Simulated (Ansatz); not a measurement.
**Geometry relaxation of BSiNH₆O₂ (part 1 of 3)**

System: BSiNH₆O₂, SMILES B[Si](N)(O)O.
Method: RKS PBE-D4/def2-SVP (Ansatz 0.2.0).

The run did not end well. It belongs to a series of runs on one base structure; here: end point B relaxed.

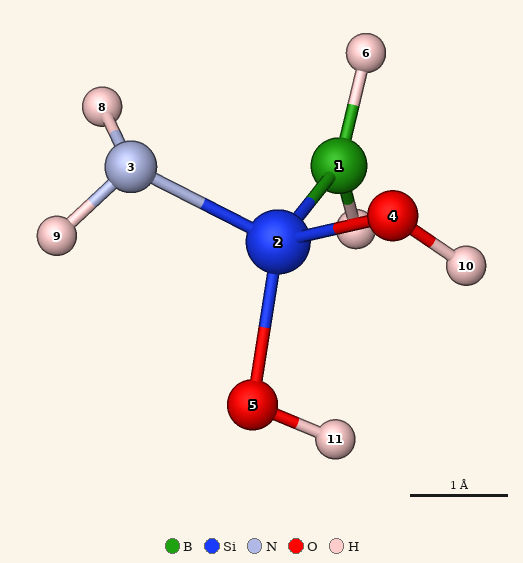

*The structure as given in the input (ball-and-stick view, seen at a tilt; atoms are numbered from 1 in the order of the input).*

Bond lengths as drawn: B–H 1.21 Å, B–Si 1.88 Å, H–N 1.05 to 1.10 Å, H–O 0.96 to 0.99 Å, N–Si 1.77 Å and O–Si 1.72 to 1.78 Å.

## Input file
```yaml
crystal:
  periodic: [false, false, false]
  atoms:
    - { symbol: B, position_ang: [-0.8363, 1.3868, 0.0085] }
    - { symbol: Si, position_ang: [0.0346, -0.2793, -0.0324] }
    - { symbol: "N", position_ang: [0.4696, -0.7218, 1.6237] }
    - { symbol: O, position_ang: [1.5243, -0.143, -1.0054] }
    - { symbol: O, position_ang: [-0.999, -1.4904, -0.6918] }
    - { symbol: H, position_ang: [-0.3353, 2.4075, 0.4091] }
    - { symbol: H, position_ang: [-1.967, 1.5122, -0.3973] }
    - { symbol: H, position_ang: [-0.04301, -0.00183, 2.28694] }
    - { symbol: H, position_ang: [-0.00165, -1.62137, 1.88322] }
    - { symbol: H, position_ang: [1.1193, 0.0599, -1.8864] }
    - { symbol: H, position_ang: [-1.1961, -1.1911, -1.5813] }
basis:
  gaussian: { orbitals: def2-SVP }
hamiltonian:
  xc: pbe
  dispersion: d4
relax:
  f_tol: 0.015
  max_steps: 40
output:
  orbitals: {}
```

Hardware: 2 threads of Intel Xeon (Sapphire Rapids), 16 GiB of memory available, shared host.

Launched with:
```bash
ansatz run input.yaml --threads 2 --pin off --max-ram 3072MiB --backend cpu --events-out ev --progress --plain --runs-dir out
```

## Output
```
The last accepted step is kept in [file] (removed where the run ends without a failure and the disk answers)
Engine: ansatz 0.2.0, x86_64-unknown-linux-gnu
Functional definition: PBE
  parameter kappa = 0.804
  parameter beta = 0.06672455060314922
  exchange = pbe_x(kappa = kappa, mu = beta*pi^2/3)
  correlation = pbe_c(beta = beta)
1156 factors; their error is unknown
mean field evaluation 1: about -14202.9649 eV, gradient 8.9e1 eV
mean field evaluation 2: about -14116.4901 eV, gradient 1.9e2 eV
mean field evaluation 4: about -14217.8158 eV, gradient 1.2e1 eV
mean field evaluation 8: about -14218.1056 eV, gradient 2.5e-1 eV
mean field evaluation 16: about -14218.0446 eV, gradient 1.4e-3 eV
mean field -14218.04464740 eV, -522.5035034553 hartree, gradient 6.9e-5 eV, S^2 0.000000; 0 other end points of the search recorded, 0 dependent functions left out
the calculation of the forces begins
reference -14218.04468406 eV, -522.5035048023 hartree; 24, 24 occupied and 80, 80 virtual orbitals, 1156 factors
relax step   1: F+E_penalty+E_count = -14218.26434636 eV  Δ(F+E_penalty+E_count) = +0.000e0 eV  max|allowed force component| = 2.142e0 eV/Å  Δτ_max = 0.0000 Å  (29 SCF iters, accepted)
these checks for a lower state are left out or cut short: starts, cluster_reference, orbital_swaps, neighbouring_geometries, increment
1156 factors; their error is unknown
mean field -14218.43347196 eV, -522.5177924940 hartree, gradient 1.5e-5 eV, S^2 0.000000; 0 other end points of the search recorded, 0 dependent functions left out
[... from here on the field's lines of each further geometry are left out, up to the last ...]
relax step   2: F+E_penalty+E_count = -14218.65191427 eV  Δ(F+E_penalty+E_count) = -3.876e-1 eV  max|allowed force component| = 1.535e0 eV/Å  Δτ_max = 0.1402 Å  (29 SCF iters, accepted)
relax step   3: F+E_penalty+E_count = -14218.79371677 eV  Δ(F+E_penalty+E_count) = -1.418e-1 eV  max|allowed force component| = 5.369e-1 eV/Å  Δτ_max = 0.1998 Å  (30 SCF iters, accepted)
relax step   4: F+E_penalty+E_count = -14218.87664699 eV  Δ(F+E_penalty+E_count) = -8.293e-2 eV  max|allowed force component| = 3.726e-1 eV/Å  Δτ_max = 0.1587 Å  (28 SCF iters, accepted)
relax step   5: F+E_penalty+E_count = -14218.89707160 eV  Δ(F+E_penalty+E_count) = -2.042e-2 eV  max|allowed force component| = 5.035e-1 eV/Å  Δτ_max = 0.2000 Å  (29 SCF iters, accepted)
relax step   6: F+E_penalty+E_count = -14218.90584988 eV  Δ(F+E_penalty+E_count) = -8.778e-3 eV  max|allowed force component| = 6.219e-1 eV/Å  Δτ_max = 0.2000 Å  (34 SCF iters, accepted)
relax step   7: F+E_penalty+E_count = -14218.91868524 eV  Δ(F+E_penalty+E_count) = -1.284e-2 eV  max|allowed force component| = 5.236e-1 eV/Å  Δτ_max = 0.1998 Å  (35 SCF iters, accepted)
relax step   8: F+E_penalty+E_count = -14218.95800471 eV  Δ(F+E_penalty+E_count) = -3.932e-2 eV  max|allowed force component| = 1.790e-1 eV/Å  Δτ_max = 0.2000 Å  (34 SCF iters, accepted)
relax step   9: F+E_penalty+E_count = -14218.96291719 eV  Δ(F+E_penalty+E_count) = -4.912e-3 eV  max|allowed force component| = 1.829e-1 eV/Å  Δτ_max = 0.1956 Å  (34 SCF iters, accepted)
relax step  10: F+E_penalty+E_count = -14218.97514945 eV  Δ(F+E_penalty+E_count) = -1.223e-2 eV  max|allowed force component| = 1.529e-1 eV/Å  Δτ_max = 0.1442 Å  (27 SCF iters, accepted)
relax step  11: F+E_penalty+E_count = -14218.97733967 eV  Δ(F+E_penalty+E_count) = -2.190e-3 eV  max|allowed force component| = 3.903e-1 eV/Å  Δτ_max = 0.1285 Å  (28 SCF iters, accepted)
relax step  12: F+E_penalty+E_count = -14218.98035186 eV  Δ(F+E_penalty+E_count) = -3.012e-3 eV  max|allowed force component| = 5.211e-1 eV/Å  Δτ_max = 0.0257 Å  (30 SCF iters, accepted)
relax step  13: F+E_penalty+E_count = -14218.99766227 eV  Δ(F+E_penalty+E_count) = -1.731e-2 eV  max|allowed force component| = 4.305e-2 eV/Å  Δτ_max = 0.1374 Å  (29 SCF iters, accepted)
relax step  14: F+E_penalty+E_count = -14218.99783269 eV  Δ(F+E_penalty+E_count) = -1.704e-4 eV  max|allowed force component| = 1.649e-1 eV/Å  Δτ_max = 0.0115 Å  (30 SCF iters, accepted)
relax step  15: F+E_penalty+E_count = -14218.99754587 eV  Δ(F+E_penalty+E_count) = +2.868e-4 eV  max|allowed force component| = 5.943e-1 eV/Å  Δτ_max = 0.0736 Å  (30 SCF iters, rejected (line search))
relax step  16: F+E_penalty+E_count = -14219.00123729 eV  Δ(F+E_penalty+E_count) = -3.405e-3 eV  max|allowed force component| = 3.045e-2 eV/Å  Δτ_max = 0.0359 Å  (30 SCF iters, accepted)
relax step  17: F+E_penalty+E_count = -14219.00515184 eV  Δ(F+E_penalty+E_count) = -3.915e-3 eV  max|allowed force component| = 2.327e-1 eV/Å  Δτ_max = 0.0993 Å  (29 SCF iters, accepted)
relax step  18: F+E_penalty+E_count = -14219.00890210 eV  Δ(F+E_penalty+E_count) = -3.750e-3 eV  max|allowed force component| = 9.567e-2 eV/Å  Δτ_max = 0.1500 Å  (29 SCF iters, accepted)
relax step  19: F+E_penalty+E_count = -14219.00572632 eV  Δ(F+E_penalty+E_count) = +3.176e-3 eV  max|allowed force component| = 3.195e-1 eV/Å  Δτ_max = 0.0608 Å  (30 SCF iters, rejected (line search))
relax step  20: F+E_penalty+E_count = -14219.01242871 eV  Δ(F+E_penalty+E_count) = -3.527e-3 eV  max|allowed force component| = 5.866e-2 eV/Å  Δτ_max = 0.0297 Å  (28 SCF iters, accepted)
relax step  21: F+E_penalty+E_count = -14219.01321101 eV  Δ(F+E_penalty+E_count) = -7.823e-4 eV  max|allowed force component| = 1.653e-1 eV/Å  Δτ_max = 0.1000 Å  (30 SCF iters, accepted)
relax step  22: F+E_penalty+E_count = -14219.01651656 eV  Δ(F+E_penalty+E_count) = -3.306e-3 eV  max|allowed force component| = 2.229e-1 eV/Å  Δτ_max = 0.0499 Å  (30 SCF iters, accepted)
relax step  23: F+E_penalty+E_count = -14219.01801924 eV  Δ(F+E_penalty+E_count) = -1.503e-3 eV  max|allowed force component| = 1.860e-1 eV/Å  Δτ_max = 0.0697 Å  (30 SCF iters, accepted)
relax step  24: F+E_penalty+E_count = -14219.01978439 eV  Δ(F+E_penalty+E_count) = -1.765e-3 eV  max|allowed force component| = 1.022e-1 eV/Å  Δτ_max = 0.0354 Å  (30 SCF iters, accepted)
relax step  25: F+E_penalty+E_count = -14219.02121010 eV  Δ(F+E_penalty+E_count) = -1.426e-3 eV  max|allowed force component| = 2.095e-1 eV/Å  Δτ_max = 0.0628 Å  (30 SCF iters, accepted)
relax step  26: F+E_penalty+E_count = -14219.02195893 eV  Δ(F+E_penalty+E_count) = -7.488e-4 eV  max|allowed force component| = 1.979e-1 eV/Å  Δτ_max = 0.0483 Å  (29 SCF iters, accepted)
relax step  27: F+E_penalty+E_count = -14219.02857747 eV  Δ(F+E_penalty+E_count) = -6.619e-3 eV  max|allowed force component| = 1.675e-1 eV/Å  Δτ_max = 0.1168 Å  (29 SCF iters, accepted)
relax step  28: F+E_penalty+E_count = -14219.02908938 eV  Δ(F+E_penalty+E_count) = -5.119e-4 eV  max|allowed force component| = 2.916e-1 eV/Å  Δτ_max = 0.1405 Å  (30 SCF iters, accepted)
relax step  29: F+E_penalty+E_count = -14219.02862163 eV  Δ(F+E_penalty+E_count) = +4.677e-4 eV  max|allowed force component| = 8.892e-1 eV/Å  Δτ_max = 0.1654 Å  (29 SCF iters, rejected (line search))
relax step  30: F+E_penalty+E_count = -14219.04652917 eV  Δ(F+E_penalty+E_count) = -1.744e-2 eV  max|allowed force component| = 2.678e-1 eV/Å  Δτ_max = 0.0823 Å  (30 SCF iters, accepted)
relax step  31: F+E_penalty+E_count = -14219.05916981 eV  Δ(F+E_penalty+E_count) = -1.264e-2 eV  max|allowed force component| = 2.934e-1 eV/Å  Δτ_max = 0.0980 Å  (30 SCF iters, accepted)
relax step  32: F+E_penalty+E_count = -14219.07859587 eV  Δ(F+E_penalty+E_count) = -1.943e-2 eV  max|allowed force component| = 5.272e-1 eV/Å  Δτ_max = 0.1468 Å  (29 SCF iters, accepted)
relax step  33: F+E_penalty+E_count = -14219.09311868 eV  Δ(F+E_penalty+E_count) = -1.452e-2 eV  max|allowed force component| = 1.008e0 eV/Å  Δτ_max = 0.1953 Å  (28 SCF iters, accepted)
relax step  34: F+E_penalty+E_count = -14219.13791708 eV  Δ(F+E_penalty+E_count) = -4.480e-2 eV  max|allowed force component| = 8.613e-1 eV/Å  Δτ_max = 0.1951 Å  (29 SCF iters, accepted)
relax step  35: F+E_penalty+E_count = -14219.25197183 eV  Δ(F+E_penalty+E_count) = -1.141e-1 eV  max|allowed force component| = 9.395e-1 eV/Å  Δτ_max = 0.1775 Å  (28 SCF iters, accepted)
relax step  36: F+E_penalty+E_count = -14219.47150907 eV  Δ(F+E_penalty+E_count) = -2.195e-1 eV  max|allowed force component| = 7.863e-1 eV/Å  Δτ_max = 0.1939 Å  (36 SCF iters, accepted)
relax step  37: F+E_penalty+E_count = -14219.53588780 eV  Δ(F+E_penalty+E_count) = -6.438e-2 eV  max|allowed force component| = 7.634e-1 eV/Å  Δτ_max = 0.1033 Å  (28 SCF iters, accepted)
relax step  38: F+E_penalty+E_count = -14219.45063802 eV  Δ(F+E_penalty+E_count) = +8.525e-2 eV  max|allowed force component| = 9.506e-1 eV/Å  Δτ_max = 0.1995 Å  (36 SCF iters, rejected (line search))
the calculation of the forces begins
reference -14219.32407236 eV, -522.5505214553 hartree; 24, 24 occupied and 80, 80 virtual orbitals, 1156 factors
relax step  39: F+E_penalty+E_count = -14219.54886431 eV  Δ(F+E_penalty+E_count) = -1.298e-2 eV  max|allowed force component| = 4.891e-1 eV/Å  Δτ_max = 0.0994 Å  (29 SCF iters, accepted)
these checks for a lower state are left out or cut short: starts, cluster_reference, orbital_swaps, neighbouring_geometries, increment
1156 factors; their error is unknown
mean field -14219.34984185 eV, -522.5514684664 hartree, gradient 1.3e-5 eV, S^2 0.000000; 0 other end points of the search recorded, 0 dependent functions left out
the calculation of the forces begins
reference -14219.34987849 eV, -522.5514698132 hartree; 24, 24 occupied and 80, 80 virtual orbitals, 1156 factors
relax step  40: F+E_penalty+E_count = -14219.57368934 eV  Δ(F+E_penalty+E_count) = -2.483e-2 eV  max|allowed force component| = 2.343e-1 eV/Å  Δτ_max = 0.0607 Å  (30 SCF iters, accepted)
```

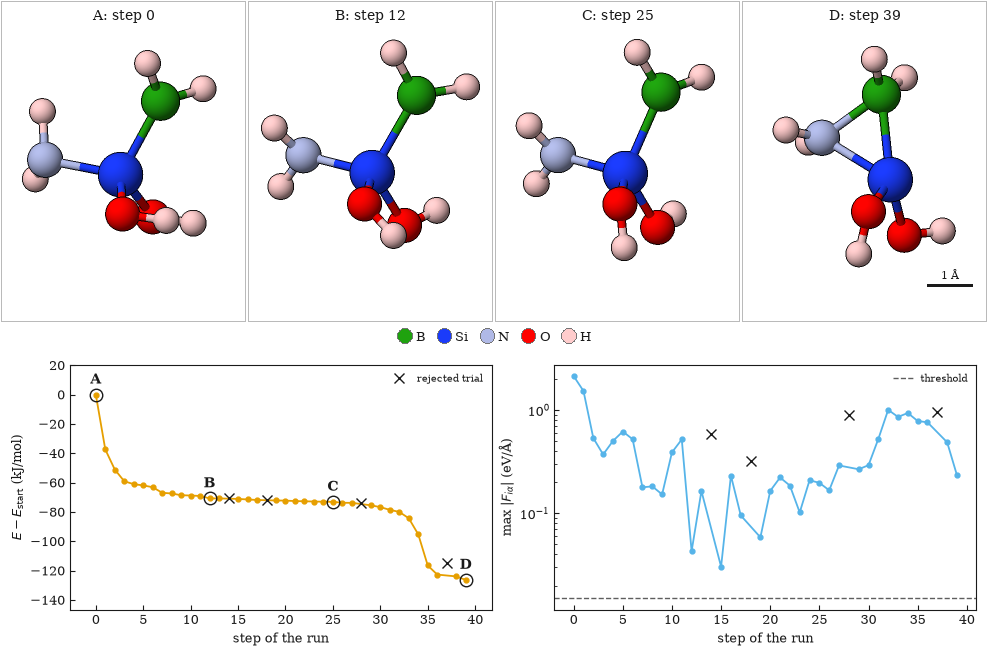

*Frames of the relaxation (ball-and-stick view, seen at a tilt) above the curves, on which the letters mark them (the first geometry is step 0 here and step 1 in the log).*

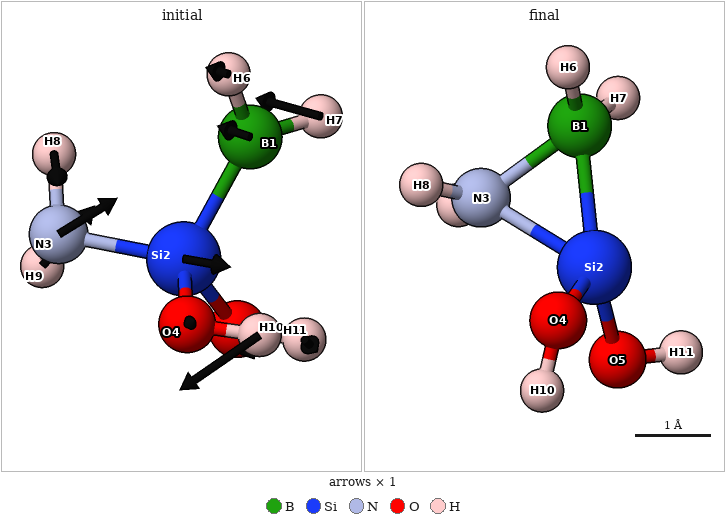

*Before (left) and after (right) the relaxation, at one scale (ball-and-stick view, seen at a tilt). The black arrows give the displacements, at true length.*

The relaxation stopped without meeting its thresholds, so the last structure isn't shown to be converged. The energy falls by 126.3 kJ/mol in 39 geometry steps. The largest force component goes from 2.1 to 0.23 eV/Å. The line search rejected the trial steps at points 14, 18, 28, 37 (counted from 0) and went back. The atom that moves furthest after the best rigid fit is H10 (1.32 Å). By element the largest moves are H 1.32 Å, N 0.94 Å, Si 0.71 Å, O 0.63 Å, B 0.59 Å. Among the contacts that change: B1–N3 2.960 → 1.667 Å, Si2–N3 1.769 → 1.925 Å, Si2–O4 1.785 → 1.677 Å, B1–Si2 1.880 → 1.966 Å. New bonds form: B1–N3 (2.96 → 1.67 Å). Among the angles that change: B1–Si2–N3 108.4° → 50.7°, B1–Si2–O4 109.3° → 125.0°, B1–Si2–O5 110.7° → 126.0°. (Atoms are counted from 1 in the order of the input.)
